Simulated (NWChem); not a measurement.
# quartet NO2 at 6 levels

Aim: a comparison of 6 runs (UHF/STO-3G, UB3LYP/6-31G*, UM06-2X/cc-pVTZ, UPBE0/cc-pVTZ, UMP2/cc-pVTZ) of quartet NO2. 

The calculation is run with NWChem 7.3.0.

31 further runs of the same task are left out: 1 that didn't finish, 30 set aside as unsound or not needed.

## 1. The structure to begin with

NO2 has 3 atoms, charge 0, and is taken as a quartet. SMILES of the parent species: `[O]N=O`. Geometry: relaxed at PBE0-D4/def2-TZVP. That shape belongs to the parent species and isn't relaxed for this state.

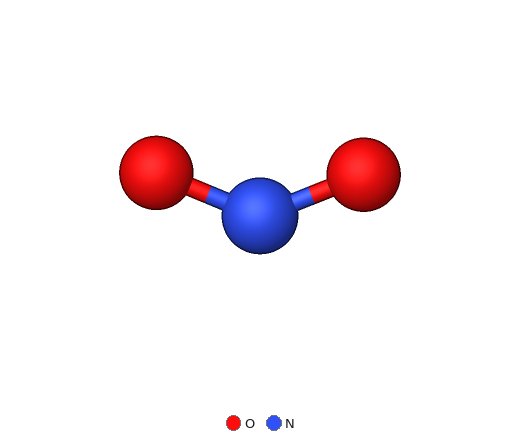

The structure, seen from a chosen angle (oxygen red, nitrogen blue).

## 2. The energy at UHF/STO-3G (run 1)

The input, run.xyz:

```xyz
3
nitrogen dioxide
O      0.209760    -1.082190     0.000620
N     -0.265470    -0.009110    -0.145890
O      0.055690     1.091300     0.145270
```

The input, run.py:

```python
from ase.io import read
from ase.calculators.nwchem import NWChem

molecule = read('run.xyz')

calc = NWChem(
    label='run',
    theory='scf',
    memory='2200 mb',
    basis='STO-3G',
    basispar='spherical bse',
    scf={'nopen': '3', 'uhf': None, 'thresh': '1e-08', 'maxiter': '80'},
    task='energy',
)
molecule.calc = calc

print("Total energy (eV):", round(molecule.get_potential_energy(), 6))
```

The run is started by

```bash
$ export ASE_NWCHEM_COMMAND="nwchem PREFIX.nwi > PREFIX.nwo"
$ python run.py
```

Standard output:

```text
Total energy (eV): -5475.400992
```

The calculator wrote run.nwi:

```
title "run"

permanent_dir run

scratch_dir run

start run

geometry units angstrom nocenter noautosym noautoz
  O  2.0976000000000000e-01 -1.0821900000000000e+00 6.2000000000000000e-04
  N  -2.6546999999999998e-01 -9.1100000000000000e-03 -1.4588999999999999e-01
  O  5.5690000000000003e-02 1.0912999999999999e+00 1.4527000000000001e-01
end

memory 2200 mb

basis spherical bse noprint
   * library STO-3G
end

scf
  nopen 3
  uhf
  thresh 1e-08
  maxiter 80
end

task scf energy
```

run.nwo:

```text
Northwest Computational Chemistry Package (NWChem) 7.3.0
             --------------------------------------------------------

           Job information
           ---------------

    nwchem branch   = 7.3.0
    use scalapack   = T
    input           = run.nwi
    prefix          = run.
    data base       = run/run.db
    status          = startup
    nproc           =        1

           Memory information
           ------------------

[... 5 lines left out ...]
    hardfail = no
[... 35 lines left out ...]
            Nuclear Dipole moment (a.u.)
[... 70 lines left out ...]
 2-e energy   =     142.909938
[... 20 lines left out ...]
  ga_iter_lsolve: convergence stagnant ... aborting solve
[... 6 lines left out ...]
      One electron energy =   -407.214448611823
[... 9 lines left out ...]
          Final alpha eigenvalues
[... 154 lines left out ...]
                     UHF Final Beta Molecular Orbital Analysis
[... 161 lines left out ...]
       Multipole analysis of the density wrt the origin
       ------------------------------------------------

     L   x y z        total         alpha         beta         nuclear
     -   - - -        -----         -----         ----         -------
     0   0 0 0     -0.000000    -13.000000    -10.000000     23.000000

     1   1 0 0      0.173745     -0.095594     -0.232024      0.501363
[... 8 lines of this table left out ...]
     2   0 0 2    -10.140002     -6.566876     -4.708072      1.134946

 Task  times  cpu:        0.3s     wall:        0.3s
 Total times  cpu:        0.3s     wall:        0.3s
```

Wall time 1.4 s (1 thread of Intel Xeon at 2.60GHz (Ice Lake), shared host); peak memory 0.098 GiB.

## 3. The energy at UB3LYP/6-31G(d) (spherical functions) (run 2)

The input, m1.nw:

```
echo
start m1
title "nitrogen dioxide"
memory stack 880 mb heap 220 mb global 1100 mb
geometry units angstrom noautosym nocenter noautoz
  O      0.209760    -1.082190     0.000620
  N     -0.265470    -0.009110    -0.145890
  O      0.055690     1.091300     0.145270
end
basis spherical bse
  * library 6-31G*
end
dft
  xc b3lyp
  mult 4
  grid xfine
  convergence energy 1e-08
  iterations 100
  mulliken
end
task dft energy
```

The run is started by

```bash
$ nwchem m1.nw > m1.out
```

Standard output:

```text
[...]
          Wavefunction type:  spin polarized.
          No. of atoms     :     3
          No. of electrons :    23
[...]
          Charge           :     0
          Spin multiplicity:     4
[...]
          AO basis - number of functions:    42
[...]
              XC Information
              --------------
                         B3LYP Method XC Potential
                     Hartree-Fock (Exact) Exchange  0.200
                        Slater Exchange Functional  0.800 local
                    Becke 1988 Exchange Functional  0.720 non-local
              Lee-Yang-Parr Correlation Functional  0.810
                  VWN I RPA Correlation Functional  0.190 local
[...]
 d= 0,ls=0.0,diis     1   -204.8244007948 -2.70D+02  1.39D-02  2.22D-01     0.8
[...]
 d= 0,ls=0.0,diis     9   -204.9011748523 -8.86D-09  1.61D-06  1.42D-08     6.0
[...]
         Total DFT energy =     -204.901174852253
      One electron energy =     -409.979798464759
           Coulomb energy =      163.530049074483
    Exchange-Corr. energy =      -24.071992384519
 Nuclear repulsion energy =       65.620566922542
[...]
      Total Density - Mulliken Population Analysis
     ---------------------------------------------
    Atom       Charge   Shell Charges
 -----------   ------   -------------------------------------------------------
    1 O    8     8.17   2.00  0.96  2.80  0.96  1.41  0.04
    2 N    7     6.67   2.00  0.80  2.51  0.49  0.75  0.11
    3 O    8     8.17   2.00  0.96  2.80  0.96  1.41  0.04
[...]
      <S2> =      3.7584 (Exact =     3.7500)
[...]
```

Wall time 6.6 s (1 thread of Intel Xeon at 2.60GHz (Ice Lake), shared host); peak memory 0.12 GiB.

Runs 3 to 5 aren't shown in full; the table further down has their settings and results.

## 4. A single-point energy at UMP2/cc-pVTZ (run 6)

The input, run.py:

```python
from ase import Atoms
from ase.calculators.nwchem import NWChem

molecule = Atoms(['O', 'N', 'O'], positions=[
    [0.209760, -1.082190, 0.000620],
    [-0.265470, -0.009110, -0.145890],
    [0.055690, 1.091300, 0.145270],
])

calc = NWChem(
    label='no2',
    theory='mp2',
    memory='2200 mb',
    basis='cc-pVTZ',
    basispar='spherical bse',
    scf={'nopen': '3', 'uhf': None, 'thresh': '1e-08', 'maxiter': '80'},
    mp2={'freeze': 'core 3', 'tight': None},
    task='energy',
)
molecule.calc = calc

print(f"energy = {molecule.get_potential_energy():.6f} eV")
```

The run is started by

```bash
$ export ASE_NWCHEM_COMMAND="nwchem PREFIX.nwi > PREFIX.nwo"
$ python run.py
```

Standard output:

```text
energy = -5566.849072 eV
```

The calculator wrote no2.nwi:

```
title "no2"

permanent_dir no2

scratch_dir no2

start no2

geometry units angstrom nocenter noautosym noautoz
  O  2.0976000000000000e-01 -1.0821900000000000e+00 6.2000000000000000e-04
  N  -2.6546999999999998e-01 -9.1100000000000000e-03 -1.4588999999999999e-01
  O  5.5690000000000003e-02 1.0912999999999999e+00 1.4527000000000001e-01
end

memory 2200 mb

basis spherical bse noprint
   * library cc-pVTZ
end

scf
  nopen 3
  uhf
  thresh 1e-08
  maxiter 80
end
mp2
  freeze core 3
  tight
end

task mp2 energy
```

no2.nwo:

```text
Northwest Computational Chemistry Package (NWChem) 7.3.0
             --------------------------------------------------------

           Job information
           ---------------

    nwchem branch   = 7.3.0
    use scalapack   = T
    input           = no2.nwi
    prefix          = no2.
    data base       = no2/no2.db
    status          = startup
    nproc           =        1

           Memory information
           ------------------

[... 5 lines left out ...]
    hardfail = no
[... 105 lines left out ...]
 1-e energy   =    -410.387311
[... 9 lines left out ...]
 Convergence threshold     :          1.000E-08
[... 18 lines left out ...]
      One electron energy =   -409.767640569584
[... 9 lines left out ...]
          Final alpha eigenvalues
[... 228 lines left out ...]
                     UHF Final Beta Molecular Orbital Analysis
[... 282 lines left out ...]
          ---------------------------------------------------
                    Spin Component Scaled (SCS) MP2
          Same spin pairs                     -0.152927039430
          Same spin scaling factor             0.333333333333
          Opposite spin pairs                 -0.407571813557
          Opposite spin scaling fact.          1.200000000000
          SCS-MP2 correlation energy          -0.540061856078
          Total SCS-MP2 energy              -204.557494726099
          ---------------------------------------------------

 -----------------------
 Task  times  cpu:       29.8s     wall:       29.8s
 Total times  cpu:       29.8s     wall:       29.8s
```

Wall time 31 s (1 thread of Intel Xeon at 2.60GHz (Ice Lake), shared host); peak memory 0.22 GiB.

## 5. All runs side by side

| run | level | iteration cap | module | energy (Eh) | dipole moment (D) of the reference | HOMO energy (eV) | ⟨S²⟩ | wall time |
| --- | --- | --- | --- | --- | --- | --- | --- | --- |
| 1 | UHF/STO-3G | 80 | scf | -201.217277 | 0.50 | -7.50 | 3.760 | 1.4 s |
| 2 | UB3LYP/6-31G* (spherical functions) | 100 | dft | -204.901175 | 0.05 | -4.62 | 3.758 | 6.6 s |
| 3 | UB3LYP/6-31G* (Cartesian functions) | 100 | dft | -204.904985 | 0.04 | -4.64 | 3.758 | 7.8 s |
| 4 | UM06-2X/cc-pVTZ | 100 | dft | -204.905087 | 0.05 | -6.93 | 3.763 | 18 s |
| 5 | UPBE0/cc-pVTZ | 100 | dft | -204.779989 | 0.07 | -5.15 | 3.761 | 16 s |
| 6 | UMP2/cc-pVTZ | 80 | mp2 | -204.577932 | – | -10.33 | 3.793 | 31 s |

## 6. What came out

```
                                                         quantity          value
                                              run 6: total energy  -204.57793 Eh
run 6: HOMO energy (Hartree–Fock orbitals) (highest over α and β)      -10.33 eV
 run 6: LUMO energy (Hartree–Fock orbitals) (lowest over α and β)        0.06 eV
               run 6: correlation energy (3 core orbitals frozen)     -560.5 mEh
                         run 6: ⟨S²⟩ of the reference determinant          3.793
```

Over runs 1, 2, 3, 4, 5 the dipole moment (its size) runs from 0.04 D (UB3LYP/6-31G*) to 0.50 D (UHF/STO-3G). The two ends differ in method and basis. The two dipoles point in opposite directions. Totals of different functionals can't be ranked against each other. In run 1 the basis is minimal, so the values are rough. All runs together took 80 s, the longest 31 s.
